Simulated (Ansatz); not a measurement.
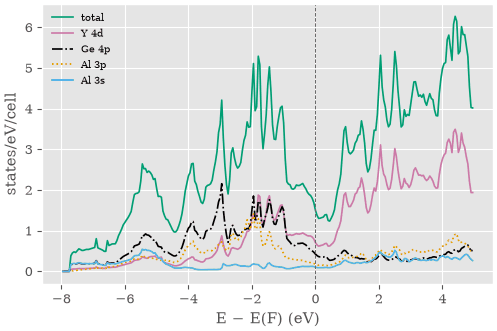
Figure: Total and projected density of states of YAlGe in space group Cmcm (No. 63; Y on 4c, Al on 4a, Ge on 4c), the program Ansatz at the r²SCAN level (PAW)

Problem. Which orbitals carry the states next to the Fermi level?

Solution. Within 0.5 eV of the Fermi level: Y 4d 47 %, Ge 4p 29 %, Al 3p 12 %, Al 3s 6 %. Projections are on Löwdin-orthogonalised atomic valence shells; empty p or d shells of many metals are not among them.

Problem. Where is the tallest occupied peak in this window, and what makes it?

Solution. Near -1.8 eV, about 5.3 states/eV per cell; the largest projected share is Y 4d.

The first step of the workflow began from a Materials Project structure, measured or hypothetical; the Crystallography Open Database files this formula in space group No. 63, but the cells were not matched. Its standing as an ambient phase is unchecked. Symmetry was held in the r²SCAN relaxation; whether a distortion lowers the energy is not shown. The run is not spin-polarised. Spin–orbit coupling is left out wherever it is not named.

Potentials: the later of the program's two PAW sets.
